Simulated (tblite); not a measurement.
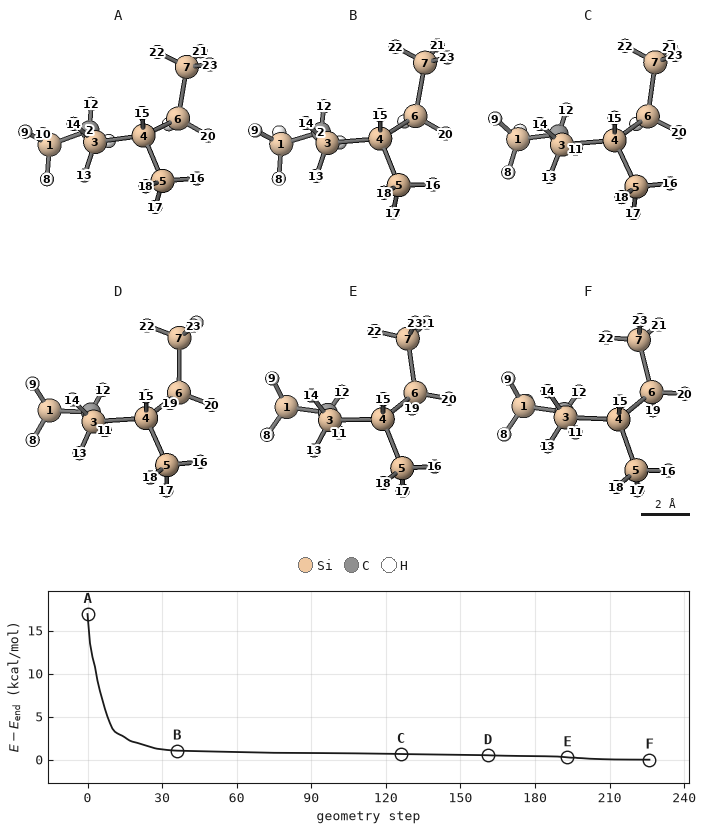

Frames of a relaxation of CH$_{16}$Si$_{6}$, marked on the history of the run. A ball-and-stick model, seen at a tilt.

These are results of GFN2-xTB geometry optimisation, gas phase in tblite 0.8.0, not measurements. 

### What happens along the run?

The atom that moves furthest after the best rigid fit is H23 (1.94 Å). By element the largest moves are H 1.94 Å, Si 0.96 Å, C 0.41 Å. Some distances before and after: Si4–Si6 2.199 → 2.342 Å, Si3–Si4 2.196 → 2.332 Å, Si4–Si5 2.245 → 2.328 Å, Si6–Si7 2.245 → 2.313 Å. Among the angles between lasting bonds that change: Si1–C2–Si3 106.2° → 116.3°, Si4–Si6–Si7 107.9° → 117.3°, Si4–Si5–H18 106.7° → 113.7°. Groups turn about Si4–Si6 by about 40°, Si3–Si4 by about 25°, Si6–Si7 by about 25°. Over 226 geometry steps the energy falls by 16.9 kcal/mol. From step 0 to 36: H atoms move most (0.36 Å), energy −15.9 kcal/mol. From step 36 to 126: H9 moves most (0.56 Å), energy −0.39 kcal/mol. From step 126 to 161: H9 moves most (0.56 Å), energy −0.14 kcal/mol. From step 161 to 193: H atoms move most (0.60 Å), energy −0.24 kcal/mol. From step 193 to 226: H23 moves most (0.47 Å), energy −0.27 kcal/mol.

```json
{"step": "0", "E − E(0), kcal/mol": "0.00"}
{"step": "1", "E − E(0), kcal/mol": "-3.40"}
{"step": "2", "E − E(0), kcal/mol": "-5.00"}
{"step": "3", "E − E(0), kcal/mol": "-6.12"}
{"step": "4", "E − E(0), kcal/mol": "-7.73"}
{"step": "5", "E − E(0), kcal/mol": "-8.94"}
{"step": "6", "E − E(0), kcal/mol": "-10.00"}
{"step": "7", "E − E(0), kcal/mol": "-11.01"}
{"step": "8", "E − E(0), kcal/mol": "-11.90"}
{"step": "9", "E − E(0), kcal/mol": "-12.66"}
{"step": "10", "E − E(0), kcal/mol": "-13.31"}
{"step": "21", "E − E(0), kcal/mol": "-15.06"}
{"step": "33", "E − E(0), kcal/mol": "-15.82"}
{"step": "44", "E − E(0), kcal/mol": "-15.93"}
{"step": "55", "E − E(0), kcal/mol": "-16.00"}
{"step": "67", "E − E(0), kcal/mol": "-16.09"}
{"step": "78", "E − E(0), kcal/mol": "-16.14"}
{"step": "90", "E − E(0), kcal/mol": "-16.15"}
{"step": "101", "E − E(0), kcal/mol": "-16.17"}
{"step": "112", "E − E(0), kcal/mol": "-16.20"}
{"step": "124", "E − E(0), kcal/mol": "-16.26"}
{"step": "135", "E − E(0), kcal/mol": "-16.30"}
{"step": "146", "E − E(0), kcal/mol": "-16.33"}
{"step": "158", "E − E(0), kcal/mol": "-16.39"}
{"step": "169", "E − E(0), kcal/mol": "-16.47"}
{"step": "181", "E − E(0), kcal/mol": "-16.51"}
{"step": "192", "E − E(0), kcal/mol": "-16.63"}
{"step": "203", "E − E(0), kcal/mol": "-16.83"}
{"step": "215", "E − E(0), kcal/mol": "-16.91"}
{"step": "226", "E − E(0), kcal/mol": "-16.92"}
```
